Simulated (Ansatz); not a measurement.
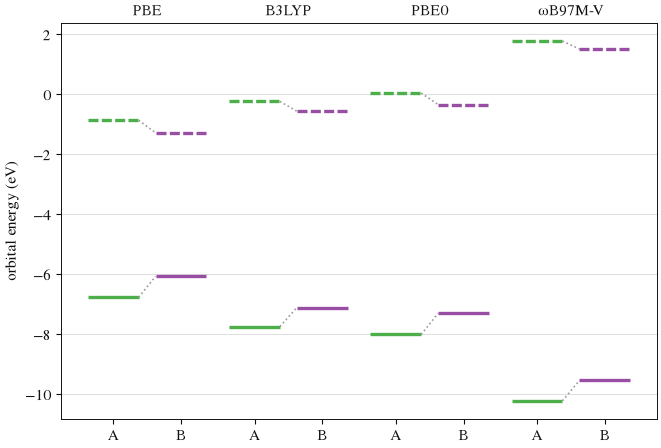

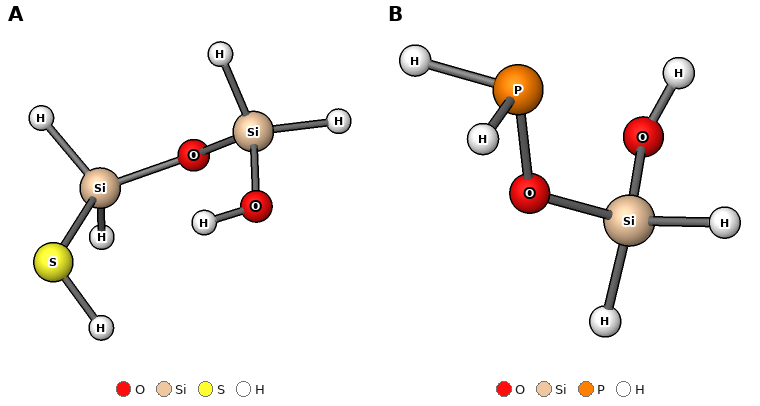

One change: A, Si₂H₆SO₂ (SMILES O[SiH2]O[SiH2]S), becomes B, SiPH₅O₂ (SMILES O[SiH2]OP). SiH₃S (bound through Si) on O is replaced by PH₂. HOMO (solid) and LUMO (dashed) computed in def2-TZVPP at PBE0-D4/def2-TZVP geometries, both minima by their frequencies, gas phase, the Ansatz code. Empty levels above zero depend strongly on the basis.

What does the change do to HOMO and LUMO?

PBE: the HOMO rises by 0.70 eV, the LUMO falls by 0.42 eV, and the separation goes from 5.90 to 4.78 eV. B3LYP: the HOMO rises by 0.63 eV, the LUMO falls by 0.33 eV, and the separation goes from 7.51 to 6.54 eV. PBE0: the HOMO rises by 0.71 eV, the LUMO falls by 0.38 eV, and the separation goes from 8.05 to 6.96 eV. ωB97M-V: the HOMO rises by 0.68 eV, the LUMO falls by 0.26 eV, and the separation goes from 12.00 to 11.06 eV.

Do the functionals agree on the effect?

They agree on the direction for both levels; the HOMO shift lies between 0.63 and 0.71 eV and the LUMO shift between −0.42 and −0.26 eV, while the separations themselves differ by up to 6.3 eV between functionals.

Known limits of this run: one conformer of each flexible molecule.
